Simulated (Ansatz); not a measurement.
**C₂H₈N₂Si: geometry and vibrations**

Aim: relax C₂H₈N₂Si from a cheap starting geometry, then compute its harmonic vibrations to see whether it is a minimum and to get the zero-point energy and entropy, and look at its orbitals and charge.

Computed with Ansatz 0.2.0, Gaussian basis. Level: RKS PBE0-D4/def2-TZVP.

Plan: relaxation at PBE-D4/def2-SVP; relaxation at PBE0-D4/def2-TZVP; harmonic vibrations at the same level; a single point in def2-TZVPP for the fields.

**1. The system as given**

SMILES `CNC(=N)[SiH3]`, 13 atoms, charge 0, spin multiplicity 1.

Atoms are counted from 1 here; the program's logs count them from 0.

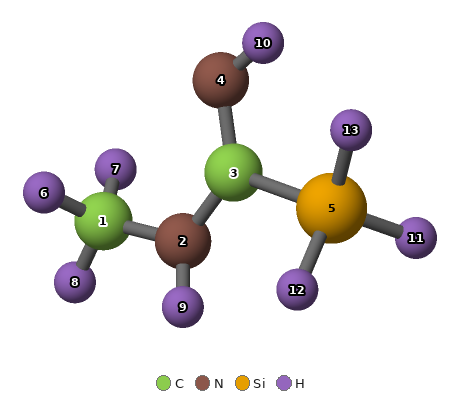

Start geometry, drawn with carbon green, nitrogen brown, silicon amber, hydrogen purple; atoms are numbered from 1 in the order of the file.

The start is a force-field geometry with small random shifts, so a cheaper pass at PBE-D4/def2-SVP comes first.

**2. Relaxation at PBE-D4/def2-SVP (cheap first pass)**

Input file in.yaml:

```yaml
crystal:
  periodic: [false, false, false]
  atoms:
    - {symbol: C, position_ang: [-1.666400, 1.247800, 0.161200]}
    - {symbol: N, position_ang: [-0.925200, 0.083400, 0.230600]}
    - {symbol: C, position_ang: [0.313700, 0.015300, -0.308500]}
    - {symbol: N, position_ang: [0.914400, 0.950800, -1.058300]}
    - {symbol: Si, position_ang: [1.419600, -1.552300, 0.114600]}
    - {symbol: H, position_ang: [-1.263200, 2.108100, 0.743200]}
    - {symbol: H, position_ang: [-1.789800, 1.631200, -0.883200]}
    - {symbol: H, position_ang: [-2.680100, 1.117500, 0.533100]}
    - {symbol: H, position_ang: [-1.154900, -0.512700, 1.044300]}
    - {symbol: H, position_ang: [1.797900, 0.722000, -1.333300]}
    - {symbol: H, position_ang: [1.036200, -2.696000, -0.712900]}
    - {symbol: H, position_ang: [1.204600, -1.931500, 1.566700]}
    - {symbol: H, position_ang: [2.813500, -1.218400, -0.082700]}
basis:
  gaussian: {orbitals: def2-SVP}
hamiltonian: {xc: pbe, dispersion: d4}
relax: {f_tol: 0.03, max_steps: 200}
```

Started as:

```bash
$ ansatz run in.yaml --threads 4 --pin off --events-out ev --progress --plain --max-ram 10444MiB
```

Output, shortened:

```text
Functional definition: PBE
  name "PBE"
  cite "Perdew, Burke & Ernzerhof, Phys. Rev. Lett. 77, 3865 (1996) doi:10.1103/PhysRevLett.77.3865"
  parent pbe
[...]
1320 factors; their error is unknown
[...]
mean field -13043.95115210 eV, -479.3563633319 hartree, gradient 4.2e-5 eV, S^2 0.000000; 0 other end points of the search recorded, 0 dependent functions left out
[...]
reference -13043.95118981 eV, -479.3563647178 hartree; 24, 24 occupied and 90, 90 virtual orbitals, 1320 factors
relax step   1: F+E_penalty+E_count = -13044.21539267 eV  Δ(F+E_penalty+E_count) = +0.000e0 eV  max|allowed force component| = 5.981e0 eV/Å  Δτ_max = 0.0000 Å  (30 SCF iters, accepted)
[...]
relax step   6: F+E_penalty+E_count = -13044.76479917 eV  Δ(F+E_penalty+E_count) = -1.128e-3 eV  max|allowed force component| = 3.917e-2 eV/Å  Δτ_max = 0.0122 Å  (32 SCF iters, accepted)
[...]
relax step   7: F+E_penalty+E_count = -13044.76509052 eV  Δ(F+E_penalty+E_count) = -2.914e-4 eV  max|allowed force component| = 1.750e-2 eV/Å  Δτ_max = 0.0183 Å  (31 SCF iters, accepted)
1320 factors; their error is unknown
[...]
mean field -13044.50038172 eV, -479.3765471484 hartree, gradient 3.3e-5 eV, S^2 0.000000; 1 other end points of the search recorded, 0 dependent functions left out
[...]
reference -13044.50042014 eV, -479.3765485601 hartree; 24, 24 occupied and 90, 90 virtual orbitals, 1320 factors
Total energy: -13044.76512894 eV, -479.3862764291 hartree
Atom 0 at    -1.685854     1.284521     0.148185 Å, force     0.012386    -0.015236     0.006872 eV/Å
Atom 1 at    -0.834155     0.131720     0.364425 Å, force     0.008732     0.015553    -0.000535 eV/Å
Atom 2 at     0.405468     0.043442    -0.229360 Å, force    -0.003364    -0.007672    -0.005081 eV/Å
Atom 3 at     0.787172     0.958554    -1.067030 Å, force    -0.017499     0.005863     0.014589 eV/Å
Atom 4 at     1.391104    -1.558538     0.142942 Å, force     0.003463     0.000721     0.006768 eV/Å
Atom 5 at    -1.291018     2.206306     0.633582 Å, force    -0.001019     0.003085    -0.002016 eV/Å
Atom 6 at    -1.742724     1.496910    -0.937570 Å, force    -0.002548     0.002891    -0.001537 eV/Å
Atom 7 at    -2.700362     1.075779     0.537834 Å, force    -0.004941     0.000182     0.000742 eV/Å
Atom 8 at    -1.006747    -0.446049     1.186279 Å, force    -0.003611     0.004651    -0.010961 eV/Å
Atom 9 at     1.710655     0.728632    -1.461020 Å, force     0.005975    -0.013419    -0.004915 eV/Å
Atom 10 at     1.085347    -2.604978    -0.894186 Å, force     0.002769     0.005472     0.000546 eV/Å
Atom 11 at     1.044573    -2.121009     1.500607 Å, force     0.004800    -0.000124    -0.007654 eV/Å
Atom 12 at     2.856842    -1.230089     0.090113 Å, force    -0.005142    -0.001966     0.003181 eV/Å
Dipole moment:    -0.164779    -0.221865     0.314664 e Å
```

It took 9 s on 4 threads of Arm Neoverse V2, shared host.

Along the way:

```csv
step,energy from step 1 (eV),largest force component (eV/Å)
1,0.0000,5.9814
2,-0.4724,1.3759
3,-0.5336,0.3126
4,-0.5440,0.2333
5,-0.5483,0.1080
6,-0.5494,0.0392
7,-0.5497,0.0175
```

Close pairs (by a distance rule), those that changed most:

```csv
bond,before (Å),after (Å),change (Å)
N4–H10,0.953,1.030,+0.077
C1–N2,1.382,1.450,+0.067
Si5–H13,1.447,1.503,+0.056
C3–Si5,1.965,1.917,-0.047
C3–N4,1.341,1.298,-0.043
Si5–H11,1.463,1.505,+0.042
N2–C3,1.353,1.377,+0.025
C1–H8,1.088,1.107,+0.019
```

**3. Optimising with PBE0-D4/def2-TZVP**

Input file in.yaml:

```yaml
crystal:
  periodic: [false, false, false]
  atoms:
    - {symbol: C, position_ang: [-1.685854, 1.284521, 0.148185]}
    - {symbol: N, position_ang: [-0.834155, 0.131720, 0.364425]}
    - {symbol: C, position_ang: [0.405468, 0.043442, -0.229360]}
    - {symbol: N, position_ang: [0.787172, 0.958554, -1.067030]}
    - {symbol: Si, position_ang: [1.391104, -1.558538, 0.142942]}
    - {symbol: H, position_ang: [-1.291018, 2.206306, 0.633582]}
    - {symbol: H, position_ang: [-1.742724, 1.496910, -0.937570]}
    - {symbol: H, position_ang: [-2.700362, 1.075779, 0.537834]}
    - {symbol: H, position_ang: [-1.006747, -0.446049, 1.186279]}
    - {symbol: H, position_ang: [1.710655, 0.728632, -1.461020]}
    - {symbol: H, position_ang: [1.085347, -2.604978, -0.894186]}
    - {symbol: H, position_ang: [1.044573, -2.121009, 1.500607]}
    - {symbol: H, position_ang: [2.856842, -1.230089, 0.090113]}
basis:
  gaussian: {orbitals: def2-TZVP}
hamiltonian: {xc: pbe0, dispersion: d4}
relax: {f_tol: 0.005, max_steps: 150}
```

Launched as before.

Output, shortened:

```text
Functional definition: PBE0
  name "PBE0"
  cite "Adamo & Barone, J. Chem. Phys. 110, 6158 (1999) doi:10.1063/1.478522"
  cite "Perdew, Burke & Ernzerhof, Phys. Rev. Lett. 77, 3865 (1996) doi:10.1103/PhysRevLett.77.3865"
  parent pbe
[...]
1290 factors; their error is unknown
[...]
mean field -13054.19437752 eV, -479.7327949230 hartree, gradient 2.3e-5 eV, S^2 0.000000; 0 other end points of the search recorded, 0 dependent functions left out
[...]
reference -13054.19441265 eV, -479.7327962143 hartree; 24, 24 occupied and 185, 185 virtual orbitals, 1290 factors
relax step   1: F+E_penalty+E_count = -13054.41744608 eV  Δ(F+E_penalty+E_count) = +0.000e0 eV  max|allowed force component| = 8.868e-1 eV/Å  Δτ_max = 0.0000 Å  (30 SCF iters, accepted)
[...]
Atom 3 at     0.790772     0.947401    -1.029223 Å, force     0.000011     0.000699    -0.000739 eV/Å
Atom 4 at     1.386113    -1.543938     0.140931 Å, force     0.001031    -0.001083    -0.000005 eV/Å
Atom 5 at    -1.202446     2.185719     0.543006 Å, force     0.000061     0.000004     0.000084 eV/Å
Atom 6 at    -1.827566     1.443638    -0.926462 Å, force     0.000041     0.000152     0.000117 eV/Å
Atom 7 at    -2.630507     1.119657     0.627308 Å, force     0.000014     0.000065     0.000124 eV/Å
Atom 8 at    -1.045706    -0.483604     1.116426 Å, force     0.000653    -0.000806     0.000169 eV/Å
Atom 9 at     1.712961     0.739478    -1.398716 Å, force     0.000731    -0.000436    -0.000618 eV/Å
Atom 10 at     1.092031    -2.576713    -0.885447 Å, force     0.000240     0.000133    -0.000086 eV/Å
Atom 11 at     1.033755    -2.094006     1.480074 Å, force     0.000034    -0.000308     0.000158 eV/Å
Atom 12 at     2.828492    -1.198368     0.095757 Å, force    -0.000646     0.000173     0.000160 eV/Å
Dipole moment:    -0.162377    -0.281722     0.348092 e Å
```

Run time: 40 s. Hardware: 4 threads of Arm Neoverse V2, shared host.

Relaxation path:

```csv
step,energy from step 1 (eV),largest force component (eV/Å)
1,0.0000,0.8868
2,-0.0537,0.2571
3,-0.0582,0.0735
4,-0.0588,0.0371
5,-0.0587,0.1005
6,-0.0592,0.0225
7,-0.0597,0.0102
8,-0.0598,0.0310
9,-0.0600,0.0153
10,-0.0600,0.0090
11,-0.0600,0.0053
12,-0.0600,0.0014
```

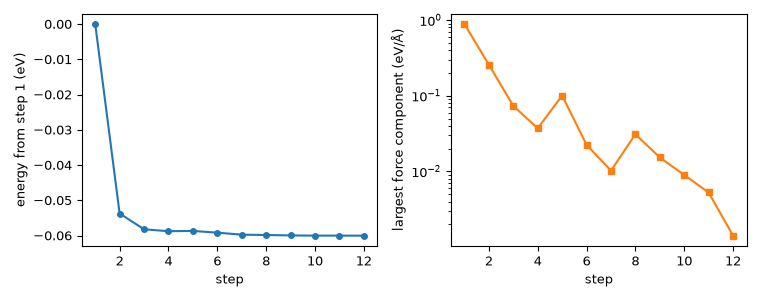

Energy and largest force along the relaxation.

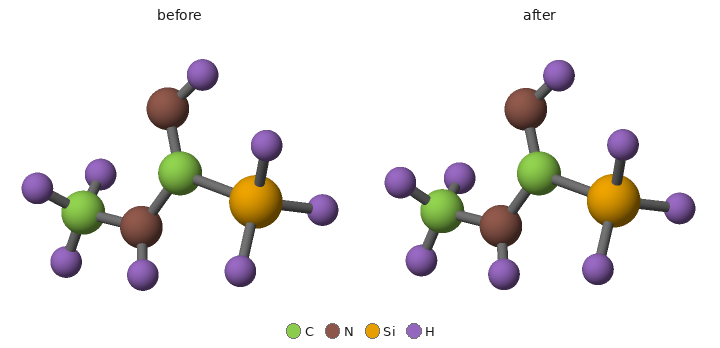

The geometry before (left) and after (right).

Close pairs (by a distance rule), those that changed most:

```csv
bond,before (Å),after (Å),change (Å)
C3–Si5,1.917,1.897,-0.021
Si5–H12,1.510,1.490,-0.020
Si5–H11,1.505,1.485,-0.019
Si5–H13,1.503,1.484,-0.019
C1–H6,1.114,1.095,-0.019
C1–H8,1.107,1.090,-0.017
N2–C3,1.377,1.361,-0.017
C1–H7,1.108,1.091,-0.017
```

Mulliken charges at the end point, from the run's report:

C1 -0.26; N2 -0.29; C3 0.08; N4 -0.41; Si5 0.11; H6 0.13; H7 0.15; H8 0.12; H9 0.23; H10 0.20; H11 -0.01; H12 -0.03; H13 -0.01

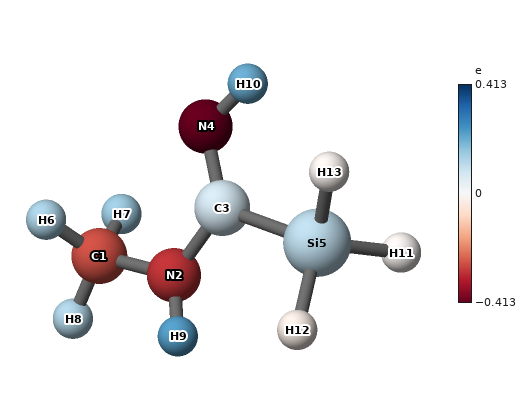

Mulliken charges at the end point, from the run's report, as colours on the atoms.

**4. Vibrations by finite differences**

Input file in.yaml:

```yaml
crystal:
  periodic: [false, false, false]
  atoms:
    - {symbol: C, position_ang: [-1.668742, 1.280299, 0.140629]}
    - {symbol: N, position_ang: [-0.841021, 0.116929, 0.339208]}
    - {symbol: C, position_ang: [0.392166, 0.028710, -0.228691]}
    - {symbol: N, position_ang: [0.790772, 0.947401, -1.029223]}
    - {symbol: Si, position_ang: [1.386113, -1.543938, 0.140931]}
    - {symbol: H, position_ang: [-1.202446, 2.185719, 0.543006]}
    - {symbol: H, position_ang: [-1.827566, 1.443638, -0.926462]}
    - {symbol: H, position_ang: [-2.630507, 1.119657, 0.627308]}
    - {symbol: H, position_ang: [-1.045706, -0.483604, 1.116426]}
    - {symbol: H, position_ang: [1.712961, 0.739478, -1.398716]}
    - {symbol: H, position_ang: [1.092031, -2.576713, -0.885447]}
    - {symbol: H, position_ang: [1.033755, -2.094006, 1.480074]}
    - {symbol: H, position_ang: [2.828492, -1.198368, 0.095757]}
basis:
  gaussian: {orbitals: def2-TZVP}
hamiltonian: {xc: pbe0, dispersion: d4}
phonons: {temperatures: {t_min: 298.15, t_max: 900, t_step: 200}}
```

Same command.

Output, shortened:

```text
Functional definition: PBE0
  name "PBE0"
  cite "Adamo & Barone, J. Chem. Phys. 110, 6158 (1999) doi:10.1063/1.478522"
  cite "Perdew, Burke & Ernzerhof, Phys. Rev. Lett. 77, 3865 (1996) doi:10.1103/PhysRevLett.77.3865"
  parent pbe
[...]
1290 factors; their error is unknown
[...]
mean field -13054.25260586 eV, -479.7349347750 hartree, gradient 2.6e-5 eV, S^2 0.000000; 0 other end points of the search recorded, 0 dependent functions left out
[...]
reference -13054.25264070 eV, -479.7349360555 hartree; 24, 24 occupied and 185, 185 virtual orbitals, 1290 factors
[...]
1290 factors; their error is unknown
mean field -13054.25240133 eV, -479.7349272588 hartree, gradient 1.3e-6 eV, S^2 0.000000; 0 other end points of the search recorded, 0 dependent functions left out
[...]
reference -13054.25243618 eV, -479.7349285396 hartree; 24, 24 occupied and 185, 185 virtual orbitals, 1290 factors
[...]
Atom 6 at    -1.827566     1.443638    -0.926462 Å, force     0.000038     0.000151     0.000110 eV/Å
Atom 7 at    -2.630507     1.119657     0.627308 Å, force     0.000025     0.000073     0.000121 eV/Å
Atom 8 at    -1.045706    -0.483604     1.116426 Å, force     0.000638    -0.000819     0.000189 eV/Å
Atom 9 at     1.712961     0.739478    -1.398716 Å, force     0.000723    -0.000436    -0.000617 eV/Å
Atom 10 at     1.092031    -2.576713    -0.885447 Å, force     0.000240     0.000133    -0.000090 eV/Å
Atom 11 at     1.033755    -2.094006     1.480074 Å, force     0.000039    -0.000294     0.000149 eV/Å
Atom 12 at     2.828492    -1.198368     0.095757 Å, force    -0.000648     0.000173     0.000158 eV/Å
Dipole moment:    -0.162378    -0.281722     0.348091 e Å
Vibrations: 66.89 124.43 135.95 190.01 289.92 345.37 428.24 469.83 638.86 701.00 797.47 834.18 916.20 933.67 943.23 1023.00 1142.62 1177.23 1196.47 1325.65 1443.06 1464.03 1499.57 1552.90 1651.60 2208.57 2234.64 2245.29 3040.48 3109.85 3153.26 3531.47 3684.21 cm⁻¹, zero-point energy 2.758596 eV
```

Wall time 3 min (4 threads of Arm Neoverse V2, shared host).

Motions are named by where the mode's potential energy lies. The modes, unscaled (a negative number is an imaginary wavenumber):

```csv
mode,cm⁻¹,motion
1,67,torsion
2,124,torsion
3,136,torsion
4,190,bend
5,290,bend with torsion
6,345,torsion with bend
7,428,Si–C stretch with bend
8,470,torsion with bend
9,639,bend
10,701,bend with wag or twist
11,797,bend
12,834,wag or twist
13,916,bend
14,934,bend with wag or twist
15,943,bend with wag or twist
16,1023,C–N stretch with bend
17,1143,bend
18,1177,bend with C–N stretch
19,1196,bend with C–N stretch
20,1326,bend
21,1443,bend
22,1464,bend
23,1500,bend
24,1553,bend
25,1652,C–N stretch
26,2209,Si–H stretch
27,2235,Si–H stretch
28,2245,Si–H stretch
29,3040,C–H stretch
30,3110,C–H stretch
31,3153,C–H stretch
32,3531,N–H stretch
33,3684,N–H stretch
```

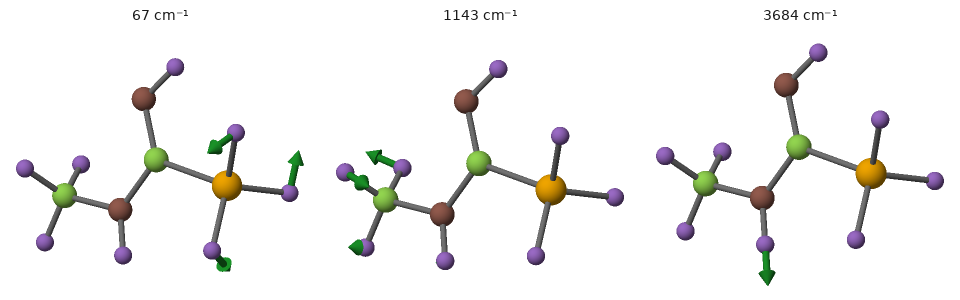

How the atoms move in 3 of the modes.

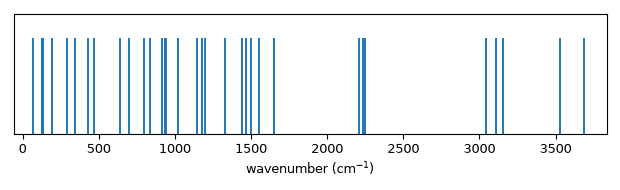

The harmonic wavenumbers as sticks (no intensities were computed).

Ideal gas, rigid rotor and harmonic oscillator at 298.15 K and 1 bar, with symmetry number 1:

```csv
term,value
zero-point energy,266.2 kJ/mol
H(298) − E,288.5 kJ/mol
"entropy, translation",164.7 J/(mol K)
"entropy, rotation",111.2 J/(mol K)
"entropy, vibration",76.9 J/(mol K)
"entropy, total",352.8 J/(mol K)
```

**5. Orbitals, density and potential**

in.yaml: that of step 4 with these lines changed.

```diff
@@ -17,4 +17,4 @@
 basis:
-  gaussian: {orbitals: def2-TZVP}
+  gaussian: {orbitals: def2-TZVPP}
 hamiltonian: {xc: pbe0, dispersion: d4}
-phonons: {temperatures: {t_min: 298.15, t_max: 900, t_step: 200}}
+output: {orbitals: {seedname: orbitals}}
```

Same command.

Output:

```text
Functional definition: PBE0
  name "PBE0"
  cite "Adamo & Barone, J. Chem. Phys. 110, 6158 (1999) doi:10.1063/1.478522"
  cite "Perdew, Burke & Ernzerhof, Phys. Rev. Lett. 77, 3865 (1996) doi:10.1103/PhysRevLett.77.3865"
  parent pbe
  parameter a = 0.25
  parameter kappa = 0.804
  parameter beta = 0.06672455060314922
  exchange = (1 - a)*pbe_x(kappa = kappa, mu = beta*pi^2/3) + a*exact_x
  correlation = pbe_c(beta = beta)
1433 factors; their error is unknown
mean field evaluation 1: about -13045.3087 eV, gradient 6.6e1 eV
mean field evaluation 2: about -13031.8626 eV, gradient 9.8e1 eV
mean field evaluation 4: about -13054.1097 eV, gradient 1.0e1 eV
mean field evaluation 8: about -13054.3238 eV, gradient 1.8e-1 eV
mean field evaluation 16: about -13054.3455 eV, gradient 1.6e-4 eV
mean field -13054.34548944 eV, -479.7383481837 hartree, gradient 2.5e-5 eV, S^2 0.000000; 0 other end points of the search recorded, 0 dependent functions left out
reference -13054.34552450 eV, -479.7383494723 hartree; 24, 24 occupied and 254, 254 virtual orbitals, 1433 factors
Total energy: -13054.57039040 eV, -479.7466131417 hartree
```

It took 3.1 s on 4 threads of Arm Neoverse V2, shared host; peak memory 0.69 GiB.

The fields below are evaluated on a grid from the run's orbitals.

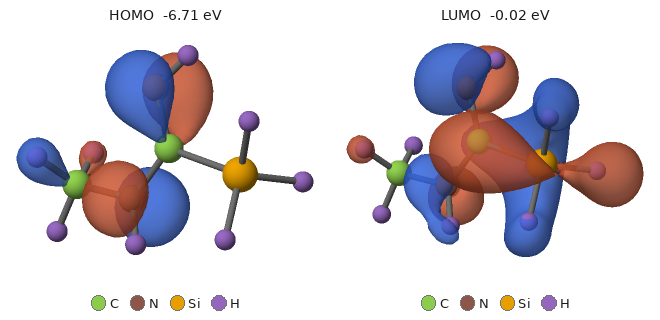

Frontier orbitals at PBE0-D4/def2-TZVPP; each surface holds 70 % of the orbital's density, blue and red mark the sign.

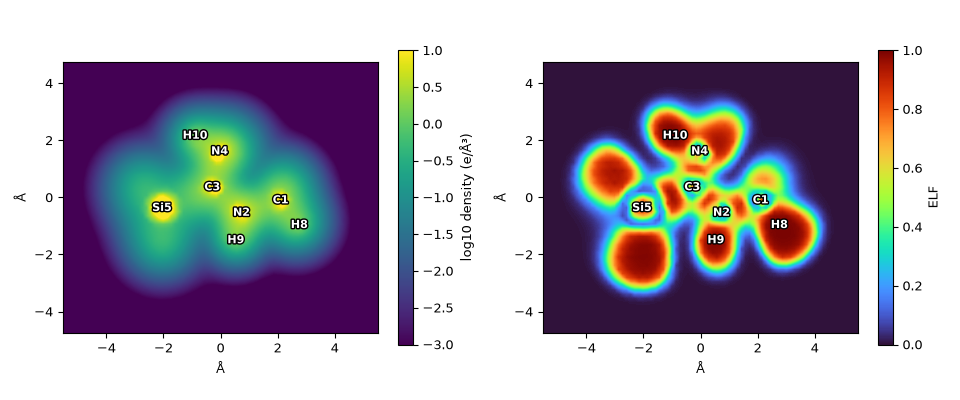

Density (left) and ELF (right) in a plane through or near 8 of the atoms.

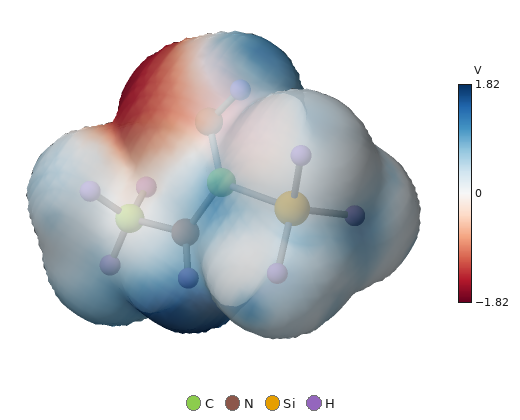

Electrostatic potential on the surface of density 0.002 e/bohr³; red is low, blue high. It runs from -1.82 V near N4 to 1.81 V near H9.

**6. What came out**

```
                  quantity            value
               point group               C1
                     steps           7 + 12
shift from the start (rms)          0.158 Å
              total energy   -13054.4775 eV
           dispersion term         -225 meV
             dipole moment           2.29 D
lowest, highest wavenumber    67, 3684 cm⁻¹
         zero-point energy     266.2 kJ/mol
       entropy at 298.15 K  352.8 J/(mol K)
                HOMO, LUMO  -6.71, -0.02 eV
```

The relaxed geometry lies 0.16 Å (rms) from the start; the bond that changed most is C3–Si5, from 1.965 to 1.897 Å. All wavenumbers are real, so the end point is a minimum. The stiffest mode, 3684 cm⁻¹, is an N–H stretch, and 4 modes under 200 cm⁻¹ make the vibrational entropy uncertain. Harmonic hybrid wavenumbers usually lie a few per cent above measured fundamentals. The largest Mulliken charge, -0.41 e, sits on N4. The HOMO lies mostly on N2, N4 about 36 % each and the LUMO on C3 25 %; N4 18 %.
